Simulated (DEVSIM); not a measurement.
Device: W/Si3N4/n-Ge capacitor, at 300 K.

```
layer (left to right)  material  thickness (nm)  Nd (cm⁻³)
---------------------  --------  --------------  ---------
1                         Si3N4            4.40          -
2                            Ge             520     6.5e17
```

Metal gate on the left, work function 4.6 eV. Fixed charge at the semiconductor interface 4.3e10 cm⁻² (in units of +e); no interface traps.

This is a model device: material constants are rounded textbook-type values typed into the input, and sizes, dopings and lifetimes were drawn at random. Values at 300 K.

```
parameter      Si3N4       Ge
-------------  -----  -------
gap (eV)         5.1    0.664
affinity (eV)    2.1        4
permittivity     7.5       16
Nc (cm⁻³)          -  1.04e19
Nv (cm⁻³)          -     6e18
```

Model (solved in DEVSIM): 1D Poisson equation in equilibrium, Boltzmann statistics, complete ionisation; no quantum confinement or tunnelling. Metal contacts follow the ideal Schottky-Mott rule: no Fermi-level pinning, no interface dipoles.

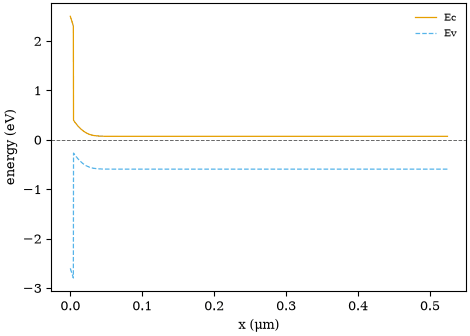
Figure. Band edges at 0.0 V on the gate

Energies count from the Fermi level of the right contact; mesh points crowd at the junctions.

| x (μm) | Ec (eV) | Ev (eV) | n (cm⁻³) | p (cm⁻³) | field (V/cm) |
|---|---|---|---|---|---|
| 0.000 | 2.500 | -2.600 | < 1e2 | < 1e2 | -460000 |
| 0.0007723 | 2.465 | -2.635 | < 1e2 | < 1e2 | -460000 |
| 0.001846 | 2.415 | -2.685 | < 1e2 | < 1e2 | -460000 |
| 0.003009 | 2.362 | -2.738 | < 1e2 | < 1e2 | -460000 |
| 0.004237 | 2.305 | -2.795 | < 1e2 | < 1e2 | -460000 |
| 0.005042 | 0.385 | -0.279 | 3.5e12 | 1.2e14 | -210000 |
| 0.006552 | 0.355 | -0.309 | 1.1e13 | 3.8e13 | -190000 |
| 0.01044 | 0.285 | -0.379 | 1.7e14 | 2.5e12 | -170000 |
| 0.01603 | 0.203 | -0.461 | 4.0e15 | 1.1e11 | -120000 |
| 0.02672 | 0.110 | -0.554 | 1.5e17 | 3.0e9 | -52000 |
| 0.04493 | 0.074 | -0.590 | 6.0e17 | 7.3e8 | -3800 |
| 0.09695 | 0.072 | -0.592 | 6.5e17 | 6.7e8 | ≈ 0 |
| 0.1696 | 0.072 | -0.592 | 6.5e17 | 6.7e8 | ≈ 0 |
| 0.2974 | 0.072 | -0.592 | 6.5e17 | 6.7e8 | ≈ 0 |
| 0.4206 | 0.072 | -0.592 | 6.5e17 | 6.7e8 | ≈ 0 |
| 0.4664 | 0.072 | -0.592 | 6.5e17 | 6.7e8 | ≈ 0 |
| 0.4933 | 0.072 | -0.592 | 6.5e17 | 6.7e8 | ≈ 0 |
| 0.5074 | 0.072 | -0.592 | 6.5e17 | 6.7e8 | ≈ 0 |
| 0.5175 | 0.072 | -0.592 | 6.5e17 | 6.7e8 | ≈ 0 |
| 0.5210 | 0.072 | -0.592 | 6.5e17 | 6.7e8 | ≈ 0 |
| 0.5231 | 0.072 | -0.592 | 6.5e17 | 6.7e8 | ≈ 0 |
| 0.5244 | 0.072 | -0.592 | 6.5e17 | 6.7e8 | ≈ 0 |
